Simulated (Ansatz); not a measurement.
```xyz
10

C    -1.1186   -0.3399    1.3183
B    -2.2745    0.6849    1.1941
Br    0.5479    1.6117   -0.9219
Si    0.5329    0.5367    1.0533
H    -2.5218    1.4306    2.1122
H    -2.9104    0.7883    0.1753
H    -1.1561   -1.1686    0.5934
H    -1.0062   -0.7371    2.3447
H     1.6419   -0.4537    1.0321
H     0.7737    1.5480    2.1149
```

Geometry: B3LYP-D3(BJ)/def2-SVP.

Computed with Ansatz, isolated molecule in a Gaussian basis; Kohn-Sham density functional theory, functional PBE0.

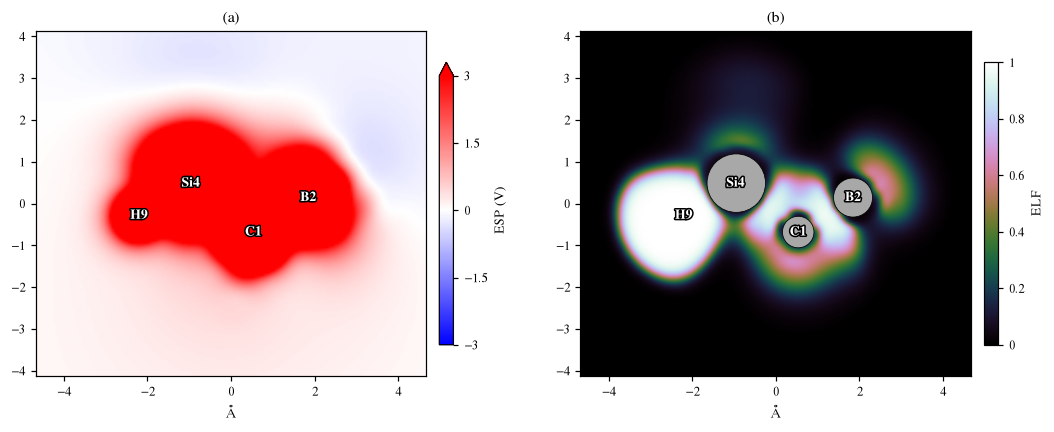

CH6BBrSi (SMILES BC[SiH2]Br). (a) molecular electrostatic potential; (b) electron localisation function on the plane of atoms B2, C1 and Si4. Grey discs cover the atomic cores in the ELF map.

Question: What does the map show?

Answer: The section cuts through C, B, Si and H sites.
C–B (1.55 Å): the ELF peaks at about 0.95 between the atoms, as expected for a shared electron pair.
C–Si (1.89 Å): the ELF peaks at about 0.95 between the atoms: a shared electron pair.
Si–H (1.49 Å): the ELF climbs to about 1 towards the hydrogen, as it does in any bond to H.
Outside the dense part of the molecule the potential is most negative (−0.4 V) near H6, which lies off the plane.
